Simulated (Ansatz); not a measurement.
```xyz
8

C     0.1026   -0.6207   -2.0009
C     0.1948    0.5635   -1.8477
H     0.0214   -1.6730   -2.1429
H     0.2766    1.6161   -1.7076
Sb   -0.1873   -0.6395    1.6622
H    -0.2832   -0.2456    3.3261
H    -1.2794    0.6074    1.2601
H     1.1547    0.3918    1.4509
```

Geometry: PBE0-D4/def2-TZVP; core potentials replace the inner electrons of Sb.

Level of theory: RKS PBE0-D4/def2-TZVPPD in Ansatz 0.2.0.

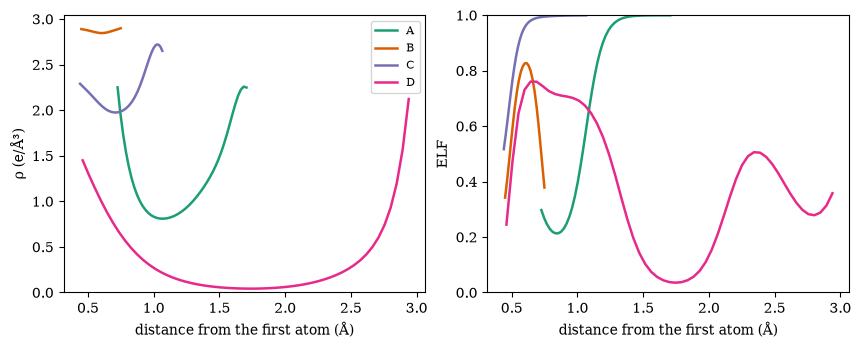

C2H2···H3Sb (SMILES C#C.[SbH3]). Electron density and electron localisation function along straight lines between neighbouring atoms. The curves leave out the atomic cores.

Which curve belongs to which contact (C–C, C–H, C–Sb and Sb–H)? The first atom named is at distance zero.

Answer. Curve A: Sb–H (1.71 Å): the density is about 1.2 e/Å³ at the midpoint; the ELF climbs to about 1 towards the hydrogen. Curve B: C–C (1.20 Å): the density is about 2.8 e/Å³ at the midpoint; the ELF peaks at about 0.85 between the atoms; a short, multiple covalent bond. Curve C: C–H (1.06 Å): the density is about 2.2 e/Å³ at the midpoint; the ELF climbs to about 1 towards the hydrogen; a covalent bond by its length. Curve D: C1···Sb5 (3.67 Å): the density falls to about 0.04 e/Å³ on the way; the ELF dips to about 0.05 between them; a non-bonded, intermolecular contact.
